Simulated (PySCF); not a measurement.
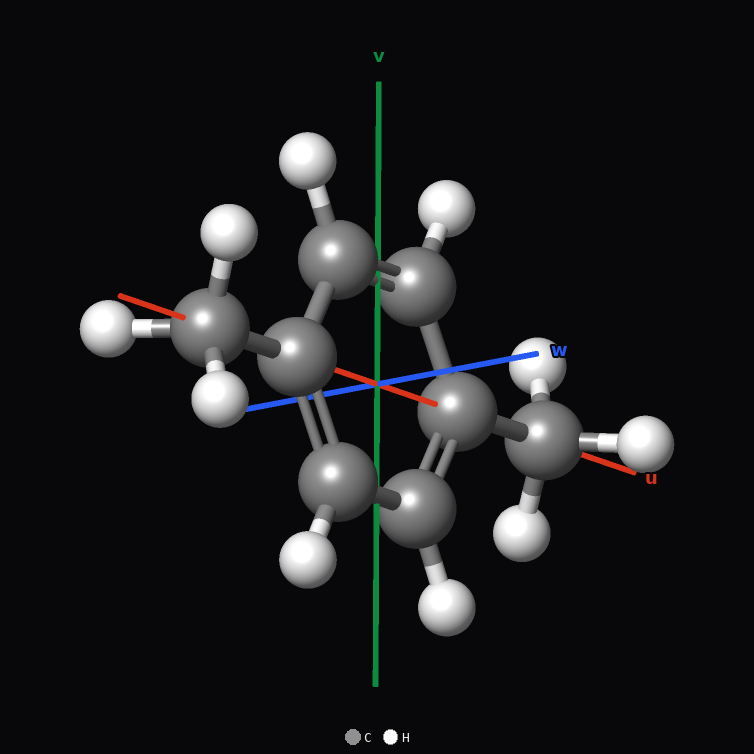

The lines u, v and w are the principal axes of the static dipole polarisability. The geometry was computed by an optimisation with PBE0-D3(BJ)/def2-SVP. No frequency run is at hand to confirm it as a minimum. Level of theory: PBE/def2-SVPD (PySCF 2.14.0).

**Along which axis is the molecule most polarisable, and along which least?**

Most along u, least along w.

**Give the three principal values.**

u 131.3, v 99.2, w 61.8 bohr³; mean 97.4, anisotropy 60.3 bohr³.
